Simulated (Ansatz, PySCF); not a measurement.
Stretching the Sn1–Cl3 bond in ClHSn (SMILES [Cl][SnH]) (multiplicity 1 held, fragments rigid). Energies count from the point at 2.396 Å.
Geometry at that point (charge 0, multiplicity 1):
| atom | x (Å) | y (Å) | z (Å) |
|---|---|---|---|
| Sn | -0.3048 | -0.3003 | 0.4177 |
| H | -1.4223 | -0.9435 | -0.8190 |
| Cl | 0.9802 | 0.9387 | -1.1802 |

Restricted levels (R-, RO-) in cc, def2 and unpolarised 6-31G sets keep to the state of the molecule at rest. U- levels take the lowest unrestricted solution at each point, which mixes spins at long bonds. Active spaces are followed from a long bond inwards. Levels need not reach the same state.

Frozen-core correlation. Filled d and f shells under p-block atoms count as core. Rows in 3-21G carry no dispersion term and start afresh at each structure; the Pople sets are all-electron and without relativity.

The values were computed with Ansatz (a program for electronic structure); PySCF for 3-21G rows. Each number belongs to the level named beside it. In def2 rows elements past Kr take small-core potentials, without spin–orbit coupling.

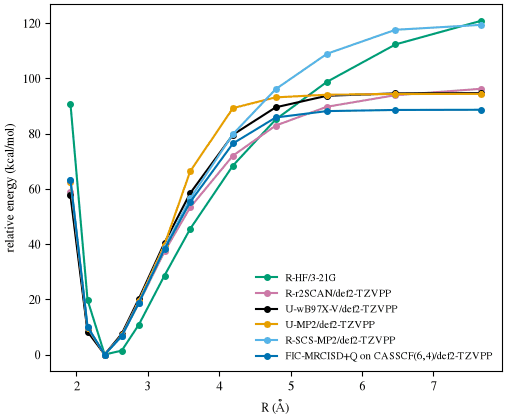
Fig. 1. Relative energy along the coordinate

Read off the R-HF/3-21G curve at R = 3.234.

about 29 kcal/mol

Doubts at one or more of the structures used: a restricted determinant that unrestricted orbitals would lower (R-HF/3-21G, R-r2SCAN/def2-TZVPP, R-SCS-MP2/def2-TZVPP); a spin-contaminated determinant (U-wB97X-V/def2-TZVPP, U-MP2/def2-TZVPP); active orbitals that take no part (FIC-MRCISD+Q on CASSCF(6,4)/def2-TZVPP).
